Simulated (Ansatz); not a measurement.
# InSb wire along [111], 14 atoms a period, H-terminated: bands by functional

What gap, if any, does the InSb wire along [111], 14 atoms a period, H-terminated have, and how does it change with the functional?

Calculated with Ansatz 0.2.0; DFT PBE, plane waves, PAW; relaxation of a wire's period; PAW set soft_1, in the first sound run; inputs show where later runs differ.

**1. Starting point**

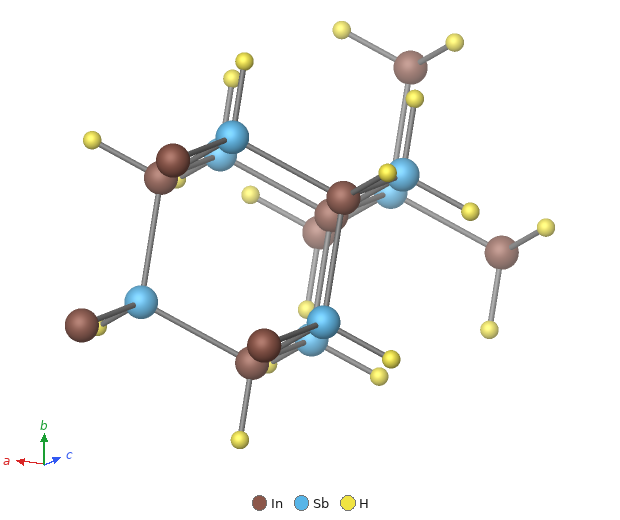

Start, viewed at a slant to the c axis; indium brown, antimony blue, hydrogen yellow. Some periodic images of atoms are drawn too.

The cell holds 32 atoms: 7 In, 7 Sb and 18 H. Its edges and angles: a = 14.395 Å, b = 15.541 Å, c = 11.483 Å, α = 90.0°, β = 90.0°, γ = 90.0°. Vacuum lies along a and b. The structure's axis is c.

**2. Relaxation of atoms and period**

Band widths follow the bond lengths, so the wire is relaxed first. The atoms and the third cell vector are free; the box across stays fixed as vacuum. A Fermi-Dirac smearing is set since the result may be a metal. The pressure printed is a third of the stress's trace over the whole box, vacuum included; only the stress along the axis is relaxed.

Input file input.yaml:

```yaml
crystal:
  lattice:
    - [14.395, 0.0, 0.0]
    - [0.0, 15.541, 0.0]
    - [0.0, 0.0, 11.4834968542]
  atoms:
    - { symbol: In, position: [0.337156229, 0.413843586, 0.0] }
    - { symbol: In, position: [0.499994644, 0.675089919, 0.0] }
    - { symbol: Sb, position: [0.337156229, 0.413843586, 0.25] }
    - { symbol: Sb, position: [0.499994644, 0.675089919, 0.25] }
    - { symbol: Sb, position: [0.662833058, 0.413843586, 0.25] }
    - { symbol: H, position: [0.236193123, 0.642000475, 0.281664983] }
    - { symbol: H, position: [0.499994644, 0.218776141, 0.281664983] }
    - { symbol: H, position: [0.763796164, 0.642000475, 0.281664983] }
    - { symbol: H, position: [0.237894748, 0.360760908, 0.300797535] }
    - { symbol: H, position: [0.499994644, 0.781255276, 0.300797535] }
    - { symbol: H, position: [0.762094539, 0.360760908, 0.300797535] }
    - { symbol: In, position: [0.337156229, 0.588007808, 0.333333333] }
    - { symbol: In, position: [0.499994644, 0.326761476, 0.333333333] }
    - { symbol: In, position: [0.662833058, 0.588007808, 0.333333333] }
    - { symbol: Sb, position: [0.337156229, 0.588007808, 0.583333333] }
    - { symbol: Sb, position: [0.499994644, 0.326761476, 0.583333333] }
    - { symbol: Sb, position: [0.662833058, 0.588007808, 0.583333333] }
    - { symbol: H, position: [0.237894748, 0.534925129, 0.634130868] }
    - { symbol: H, position: [0.337156229, 0.694173166, 0.634130868] }
    - { symbol: H, position: [0.400733163, 0.273678797, 0.634130868] }
    - { symbol: H, position: [0.599256124, 0.273678797, 0.634130868] }
    - { symbol: H, position: [0.662833058, 0.694173166, 0.634130868] }
    - { symbol: H, position: [0.762094539, 0.534925129, 0.634130868] }
    - { symbol: In, position: [0.499994644, 0.500925697, 0.666666667] }
    - { symbol: Sb, position: [0.499994644, 0.500925697, 0.916666667] }
    - { symbol: H, position: [0.236193123, 0.467836254, 0.94833165] }
    - { symbol: H, position: [0.337156229, 0.305858251, 0.94833165] }
    - { symbol: H, position: [0.399031537, 0.729082586, 0.94833165] }
    - { symbol: H, position: [0.60095775, 0.729082586, 0.94833165] }
    - { symbol: H, position: [0.662833058, 0.305858251, 0.94833165] }
    - { symbol: H, position: [0.763796164, 0.467836254, 0.94833165] }
    - { symbol: In, position: [0.662833058, 0.413843586, 0.0] }
kpoints:
  mp_grid: { grid: [1, 1, 7] }
scf:
  occupations: { method: fermi_dirac, width: 0.05 }
hamiltonian:
  xc: pbe
  pseudopotentials: { kind: paw, azcp: { folder: soft_1 } }
relax:
  cell: { fix: [a, b, alpha, beta, gamma] }
  max_steps: 45
  f_tol: 0.03
```

Run with:

```console
$ ansatz run input.yaml --threads 4 --pin off --max-ram 16384MiB --backend cpu --events-out ev --progress --plain --runs-dir out
```

Numbers of over 12 decimals in the logs are rounded to 6 here.

The log of the run:

```text
Engine: ansatz 0.2.0, aarch64-unknown-linux-gnu
Pseudopotentials: kind: paw
Pseudopotential: In, paw, valence charge 13, recommended cutoff 420 eV (normal), soft_1/In.paw.azcp
Pseudopotential: Sb, paw, valence charge 15, recommended cutoff 420 eV (normal), soft_1/Sb.paw.azcp
Pseudopotential: H, paw, valence charge 1, recommended cutoff 420 eV (normal), soft_1/H.paw.azcp
Functional definition: PBE
  parameter kappa = 0.804
  parameter beta = 0.066725
  exchange = pbe_x(kappa = kappa, mu = beta*pi^2/3)
  correlation = pbe_c(beta = beta)
Crystal: 32 atoms, lattice volume = 2569.004 Å³
Basis set: ecut = 420 eV, 50193 PW (Γ), exchange–correlation on 200×216×160 points (8 copies of the dense FFT grid, shifted against one another)
Bands: 139, of which v1, the nominal top of the filled ones, is band 107 counted from 1 (106 counted from 0)
Symmetry: 2 space group operations
Space group: Pm (ITA 6), of the structure as read, at distance tolerance 1.4e-4 Å
k-points: 4 of 7 (time reversal used)
Non-local potential: In, projectors of the file, l = 0: 2, l = 1: 2, l = 2: 2, l = 3: 1
Non-local potential: Sb, projectors of the file, l = 0: 2, l = 1: 2, l = 2: 2, l = 3: 1
Non-local potential: H, projectors of the file, l = 0: 2, l = 1: 1
PAW form: soft (Blöchl's): semilocal exchange-correlation on the pseudo side does not see the compensation charge
PAW one-centre angular grid: In, 590 points (default); XC on 64 Gauss nodes
PAW one-centre angular grid: Sb, 590 points (default); XC on 64 Gauss nodes
PAW one-centre angular grid: H, 110 points (default); XC on 64 Gauss nodes
Initial density: superposition of atomic densities (neutral atoms: chi_scale 0, normalization atom)
Initial wavefunctions: pseudopotential atomic-orbital guess
Functional: x = pbe(κ = 0.804, μ = 0.219515), c = pbe(β = 0.066725)
SCF iter   1: F=—  HF=-84860.408783 eV  |F-HF|=—  |Δ(HF+E_count)|=         —  Δρ=2.50e-2  dr2=1.96e1  ethr=3.10e-3  ⟨swp⟩=7.2  Hψ=2541  notcnv=0  defer=34
preconditioner: auto → Resta (q_TF=auto, 1.803 Å⁻¹)  ε∞=1.5  [insulator: Δε(μ)=2.258 eV  Ē_g=12.648 eV  σ=0.050 eV  W_gap=1.00  n_scr=254 (ndim 8)  ℏωp=8.8 eV  f_vac=0.647  D(μ)=0.00/eV (n_scr^D=0)  ε∞_Penn≈1.5  vacuum switching on, ρ_ref=1.2e-2 e/Å³]
SCF iter   2: F=—  HF=-84854.992999 eV  |F-HF|=—  |Δ(HF+E_count)|=    5.42e0  Δρ=8.65e-3  dr2=2.82e0  ethr=3.10e-3  ⟨swp⟩=3.8  Hψ=996  notcnv=0  defer=92
SCF iter   3: F=—  HF=-84854.441326 eV  |F-HF|=—  |Δ(HF+E_count)|=   5.52e-1  Δρ=3.81e-3  dr2=6.30e-1  ethr=1.32e-3  ⟨swp⟩=4.0  Hψ=1140  notcnv=0  defer=92
SCF iter   4: F=—  HF=-84854.327363 eV  |F-HF|=—  |Δ(HF+E_count)|=   1.14e-1  Δρ=1.04e-3  dr2=3.92e-2  ethr=2.95e-4  ⟨swp⟩=4.0  Hψ=933  notcnv=0  defer=92
SCF iter   5: F=—  HF=-84854.327138 eV  |F-HF|=—  |Δ(HF+E_count)|=   2.24e-4  Δρ=3.39e-4  dr2=2.98e-3  ethr=1.83e-5  ⟨swp⟩=3.0  Hψ=1016  notcnv=0  defer=92
SCF iter   6: F=—  HF=-84854.327848 eV  |F-HF|=—  |Δ(HF+E_count)|=   7.10e-4  Δρ=1.22e-4  dr2=8.07e-4  ethr=1.39e-6  ⟨swp⟩=2.0  Hψ=772  notcnv=0  defer=92
SCF iter   7: F=—  HF=-84854.327895 eV  |F-HF|=—  |Δ(HF+E_count)|=   4.64e-5  Δρ=3.73e-5  dr2=3.97e-5  ethr=3.77e-7  ⟨swp⟩=2.0  Hψ=772  notcnv=0  defer=92
SCF iter   8: F=—  HF=-84854.327854 eV  |F-HF|=—  |Δ(HF+E_count)|=   4.02e-5  Δρ=1.02e-5  dr2=3.68e-6  ethr=1.85e-8  ⟨swp⟩=2.0  Hψ=744  notcnv=0  defer=92
SCF iter   9: F=—  HF=-84854.327858 eV  |F-HF|=—  |Δ(HF+E_count)|=   3.47e-6  Δρ=3.69e-6  dr2=6.97e-7  ethr=1.72e-9  ⟨swp⟩=2.0  Hψ=772  notcnv=0  defer=92
SCF iter  10: F=—  HF=-84854.327858 eV  |F-HF|=—  |Δ(HF+E_count)|=   4.11e-7  Δρ=1.46e-6  dr2=1.13e-7  ethr=3.26e-10  ⟨swp⟩=2.0  Hψ=660  notcnv=0  defer=92
SCF iter  11: F=-84854.327858 eV  HF=-84854.327858 eV  |F-HF|=3.89e-9  |Δ(HF+E_count)|=   4.06e-8  Δρ=4.29e-7  dr2=6.09e-9  ethr=4.67e-11  ⟨swp⟩=4.2  Hψ=1717  notcnv=0
SCF 1 converged in 11 iterations: F = -84854.327858 eV  dr2 = 6.09e-9
  greatest PAW one-centre occupation: 0.995 electrons in one spin orbital (limit 2), on the Sb atom at site 16 (counted from 0), in its partial waves of l = 2
relax step   1: F+E_penalty+E_count = -84854.32785838 eV  Δ(F+E_penalty+E_count) = +0.000e0 eV  max|allowed force component| = 1.246e0 eV/Å  Δτ_max = 0.0000 Å  P = -0.313 GPa  Ω = 2569.004 Å³  fix = [a, b, alpha, beta, gamma]  reactions: a -0.456, b -0.459 GPa; alpha -0.001 GPa/rad  (11 SCF iters, dr2 threshold 1.00e-7 eV, accepted)
Crystal: 32 atoms, lattice volume = 2569.340 Å³
Basis set: ecut = 420 eV, 50201 PW (Γ), exchange–correlation on 200×216×160 points (8 copies of the dense FFT grid, shifted against one another)
Initial density: handed on by an earlier stage of this run
Initial wavefunctions: those handed on with the density
iter 1 solved again at ethr=1.48e-4 eV; its pass at ethr=3.10e-3 eV (dr2=3.16e-1 eV) is discarded
SCF iter   1: F=—  HF=-84855.413764 eV  |F-HF|=—  |Δ(HF+E_count)|=         —  Δρ=3.34e-3  dr2=3.16e-1  ethr=1.48e-4  ⟨swp⟩=5.5  Hψ=2619  notcnv=0
preconditioner: auto → Resta (q_TF=auto, 1.803 Å⁻¹)  ε∞=1.5  [insulator: Δε(μ)=2.180 eV  Ē_g=12.636 eV  σ=0.050 eV  W_gap=1.00  n_scr=254 (ndim 8)  ℏωp=8.8 eV  f_vac=0.690  D(μ)=0.00/eV (n_scr^D=0)  ε∞_Penn≈1.5  vacuum switching on, ρ_ref=1.2e-2 e/Å³]
SCF iter   2: F=—  HF=-84855.328669 eV  |F-HF|=—  |Δ(HF+E_count)|=   8.51e-2  Δρ=1.67e-3  dr2=4.64e-2  ethr=1.48e-4  ⟨swp⟩=5.8  Hψ=1012  notcnv=0
SCF iter   3: F=—  HF=-84855.325611 eV  |F-HF|=—  |Δ(HF+E_count)|=   3.06e-3  Δρ=5.72e-4  dr2=1.33e-2  ethr=2.17e-5  ⟨swp⟩=3.0  Hψ=1097  notcnv=0  defer=37
SCF iter   4: F=—  HF=-84855.323638 eV  |F-HF|=—  |Δ(HF+E_count)|=   1.97e-3  Δρ=1.79e-4  dr2=1.25e-3  ethr=6.22e-6  ⟨swp⟩=3.0  Hψ=987  notcnv=0  defer=37
SCF iter   5: F=—  HF=-84855.323459 eV  |F-HF|=—  |Δ(HF+E_count)|=   1.79e-4  Δρ=4.39e-5  dr2=6.18e-5  ethr=5.84e-7  ⟨swp⟩=2.0  Hψ=790  notcnv=0  defer=22
SCF iter   6: F=—  HF=-84855.323478 eV  |F-HF|=—  |Δ(HF+E_count)|=   1.87e-5  Δρ=1.61e-5  dr2=1.19e-5  ethr=2.89e-8  ⟨swp⟩=2.8  Hψ=937  notcnv=0  defer=14
SCF iter   7: F=-84855.323480 eV  HF=-84855.323480 eV  |F-HF|=6.05e-8  |Δ(HF+E_count)|=   1.74e-6  Δρ=5.50e-6  dr2=1.04e-6  ethr=1.50e-9  ⟨swp⟩=5.0  Hψ=1803  notcnv=0
SCF 2 converged in 7 iterations: F = -84855.323480 eV  dr2 = 1.04e-6
  greatest PAW one-centre occupation: 0.995 electrons in one spin orbital (limit 2), on the Sb atom at site 15 (counted from 0), in its partial waves of l = 2
[...]
Initial wavefunctions: pseudopotential atomic-orbital guess (no wavefunctions were taken with the density)
iter 1 solved again at ethr=4.12e-7 eV; its pass at ethr=3.10e-3 eV (dr2=8.81e-4 eV) is discarded
SCF iter   1: F=—  HF=-84855.793296 eV  |F-HF|=—  |Δ(HF+E_count)|=         —  Δρ=4.67e-5  dr2=1.64e-6  ethr=4.12e-7  ⟨swp⟩=6.0  Hψ=4391  notcnv=0
preconditioner: auto → Resta (q_TF=auto, 1.800 Å⁻¹)  ε∞=1.5  [insulator: Δε(μ)=2.418 eV  Ē_g=12.740 eV  σ=0.050 eV  W_gap=1.00  n_scr=254 (ndim 8)  ℏωp=8.7 eV  f_vac=0.695  D(μ)=0.00/eV (n_scr^D=0)  ε∞_Penn≈1.5  vacuum switching on, ρ_ref=1.2e-2 e/Å³]
SCF iter   2: F=—  HF=-84855.798622 eV  |F-HF|=—  |Δ(HF+E_count)|=   5.33e-3  Δρ=2.34e-5  dr2=4.39e-7  ethr=7.65e-10  ⟨swp⟩=3.0  Hψ=1187  notcnv=0
SCF iter   3: F=—  HF=-84855.801353 eV  |F-HF|=—  |Δ(HF+E_count)|=   2.73e-3  Δρ=3.07e-6  dr2=1.77e-7  ethr=2.05e-10  ⟨swp⟩=3.0  Hψ=1201  notcnv=0
SCF iter   4: F=—  HF=-84855.801425 eV  |F-HF|=—  |Δ(HF+E_count)|=   7.22e-5  Δρ=1.12e-6  dr2=1.72e-8  ethr=8.28e-11  ⟨swp⟩=3.0  Hψ=1104  notcnv=0
SCF iter   5: F=—  HF=-84855.801444 eV  |F-HF|=—  |Δ(HF+E_count)|=   1.89e-5  Δρ=3.66e-7  dr2=4.27e-9  ethr=8.06e-12  ⟨swp⟩=3.5  Hψ=977  notcnv=0
SCF iter   6: F=—  HF=-84855.801447 eV  |F-HF|=—  |Δ(HF+E_count)|=   2.93e-6  Δρ=8.43e-8  dr2=5.49e-10  ethr=2.00e-12  ⟨swp⟩=3.2  Hψ=1061  notcnv=0
SCF iter   7: F=-84855.801447 eV  HF=-84855.801447 eV  |F-HF|=2.73e-8  |Δ(HF+E_count)|=   2.75e-8  Δρ=4.23e-8  dr2=1.05e-10  ethr=1.00e-12  ⟨swp⟩=5.0  Hψ=1796  notcnv=0
SCF 7 converged in 7 iterations: F = -84855.801447 eV  dr2 = 1.05e-10
relax step   7: F+E_penalty+E_count = -84855.80144737 eV  Δ(F+E_penalty+E_count) = -2.384e-3 eV  max|allowed force component| = 2.169e-2 eV/Å  Δτ_max = 0.0000 Å  P = -0.011 GPa  Ω = 2595.557 Å³  fix = [a, b, alpha, beta, gamma]  reactions: a -0.003, b -0.007 GPa; alpha -0.000 GPa/rad  stress off target by 2.23e-2 GPa on what of the cell is left free  SCF on the basis re-selected at this cell (its energy is not comparable with the rows above)  (7 SCF iters)
basis re-selected at this cell: Δ(F+E_penalty+E_count) = -2.384e-3 eV, ΔP = +0.001 GPa vs the last step (what re-selecting the basis moved, of the pressure what is left beyond the Pulay correction that the steps carried, after the strain that the cell walked since its last selection, with what the two solves' SCF thresholds leave and, on support functions, any second-order correction that the steps lacked; it is no m [...]
SCF converged after 7 iterations
Free energy (F): -84855.801447 eV
Harris-Foulkes:  -84855.801447 eV  (|F-HF|=2.73e-8)
Internal energy: -84855.801447 eV  (E = F + TS)
E sigma→0 (E₀):  -84855.801447 eV
Fermi energy:    -2.112211 eV
--- Per-component energies (eV) ---
  E_band       = -3832.267447
  E_kinetic    = 2894.278491
  E_local      = -72451.894323  (includes V_loc(G=0)·N_el)
  E_nonlocal   = 5036.494850
  E_hartree    = 33309.574914
  E_xc         = -1831.849864
  E_vxc        = -1440.516337  (∫ρ·V_xc dr)
  E_paw        = -61302.332994  (= ΣΔE_a)
  E_vpaw       = -4489.766223  (= ΣTr[D̂ρ^β])
  E_aug_tail   = -0.013671  (compensation charges beyond the density's cutoff)
  E_ewald      = 9489.941150
  E_smearing   = -0.000000  (= −TS)
  E_closure    = 0.000000  (closes the sum)
  Σ components = -84855.801447   (vs F -84855.801447, Δ=0.00e0)
--- Forces (eV/Å), atoms counted from 1 ---
  atom   1  In     0.00747410     0.00442856     0.00373331
  atom   2  In     0.00000000    -0.00813727     0.00387770
  atom   3  Sb    -0.00387616    -0.00225740    -0.00454670
  atom   4  Sb     0.00000000     0.00459416    -0.00441125
  atom   5  Sb     0.00387616    -0.00225740    -0.00454670
  atom   6  H      0.01796486    -0.01035824     0.00873879
  atom   7  H      0.00000000     0.02047023     0.00877763
  atom   8  H     -0.01796486    -0.01035824     0.00873879
  atom   9  H      0.00141366     0.00081374     0.00099565
  atom  10  H      0.00000000    -0.00176119     0.00079417
  atom  11  H     -0.00141366     0.00081374     0.00099565
  atom  12  In    -0.01753605     0.01018572    -0.00638352
  atom  13  In     0.00000000    -0.01991384    -0.00644461
  atom  14  In     0.01753605     0.01018572    -0.00638352
  atom  15  Sb     0.00581400    -0.00328896     0.00188247
  atom  16  Sb     0.00000000     0.00668887     0.00186690
  atom  17  Sb    -0.00581400    -0.00328896     0.00188247
  atom  18  H      0.00181828     0.00667138    -0.00339876
  atom  19  H     -0.00493821    -0.00491519    -0.00338264
  atom  20  H      0.00671548    -0.00171021    -0.00335177
  atom  21  H     -0.00671548    -0.00171021    -0.00335177
  atom  22  H      0.00493821    -0.00491519    -0.00338264
  atom  23  H     -0.00181828     0.00667138    -0.00339876
  atom  24  In     0.00000000    -0.00000631     0.02169398
  atom  25  Sb     0.00000000    -0.00035516    -0.00848247
  atom  26  H     -0.00057282    -0.00230331    -0.00113127
  atom  27  H     -0.00197546     0.00044804    -0.00095812
  atom  28  H      0.00177078     0.00149636    -0.00103410
  atom  29  H     -0.00177078     0.00149636    -0.00103410
  atom  30  H      0.00197546     0.00044804    -0.00095812
  atom  31  H      0.00057282    -0.00230331    -0.00113127
  atom  32  In    -0.00747410     0.00442856     0.00373331
  max |Σ_I F_I| component: 1.27e-6 eV/Å
--- Stress (GPa, compression-positive) ---
       -0.003345       0.000000       0.000000
        0.000000      -0.006530       0.000157
        0.000000       0.000157      -0.022328
  P = ⅓ Tr σ = -0.0107 GPa (-0.107 kbar)
--- Relaxed structure (6 steps of the walk, 6 accepted, 1 SCFs on fresh bases) ---
  F+E_penalty+E_count = -84855.80144737 eV   max|allowed force component| = 2.169e-2 eV/Å   (the final SCF, on the basis selected at the relaxed cell)
  cell:  # Å, volume = 2595.5572 Å³
    - [14.395, 0.0, 0.0]
    - [0.0, 15.541, 0]
    - [0.0, 0, 11.602190]
  atoms:
    - { symbol: In, position: [0.328082, 0.408922, -0.012609] }
    - { symbol: In, position: [0.5, 0.684867, -0.012667] }
    - { symbol: Sb, position: [0.345322, 0.418230, 0.239684] }
    - { symbol: Sb, position: [0.5, 0.666455, 0.239628] }
    - { symbol: Sb, position: [0.654678, 0.418230, 0.239684] }
    - { symbol: H, position: [0.230237, 0.645141, 0.297219] }
    - { symbol: H, position: [0.5, 0.212437, 0.297200] }
    - { symbol: H, position: [0.769763, 0.645141, 0.297219] }
    - { symbol: H, position: [0.252038, 0.368353, 0.303161] }
    - { symbol: H, position: [0.5, 0.766206, 0.303122] }
    - { symbol: H, position: [0.747962, 0.368353, 0.303161] }
    - { symbol: In, position: [0.333454, 0.590069, 0.322457] }
    - { symbol: In, position: [0.5, 0.322788, 0.322509] }
    - { symbol: In, position: [0.666546, 0.590069, 0.322457] }
    - { symbol: Sb, position: [0.351615, 0.580318, 0.574397] }
    - { symbol: Sb, position: [0.5, 0.342228, 0.574420] }
    - { symbol: Sb, position: [0.648385, 0.580318, 0.574397] }
    - { symbol: H, position: [0.250658, 0.540297, 0.631077] }
    - { symbol: H, position: [0.338519, 0.681287, 0.631134] }
    - { symbol: H, position: [0.412128, 0.281216, 0.631092] }
    - { symbol: H, position: [0.587872, 0.281216, 0.631092] }
    - { symbol: H, position: [0.661481, 0.681287, 0.631134] }
    - { symbol: H, position: [0.749342, 0.540297, 0.631077] }
    - { symbol: In, position: [0.5, 0.500971, 0.706585] }
    - { symbol: Sb, position: [0.5, 0.500916, 0.946765] }
    - { symbol: H, position: [0.234958, 0.474721, 0.952091] }
    - { symbol: H, position: [0.343116, 0.301289, 0.952220] }
    - { symbol: H, position: [0.391852, 0.726536, 0.952044] }
    - { symbol: H, position: [0.608148, 0.726536, 0.952044] }
    - { symbol: H, position: [0.656884, 0.301289, 0.952220] }
    - { symbol: H, position: [0.765042, 0.474721, 0.952091] }
    - { symbol: In, position: [0.671918, 0.408922, -0.012609] }
```

Run time: 4.6 min. Hardware: 4 threads of Arm Neoverse V2, shared host; peak memory 5.6 GiB; 16 min of CPU time.

[end of part 1 of 2]

[Logs are printed without paths, hosts, clocks, repeated set-up lines and the standing remarks that a program may print on its own settings, such as how far it seeks lower states.]

[Hosts, paths, dates, database ids (printed as entryN), source tags and the programs' standing remarks are cut or masked in the printed files.]
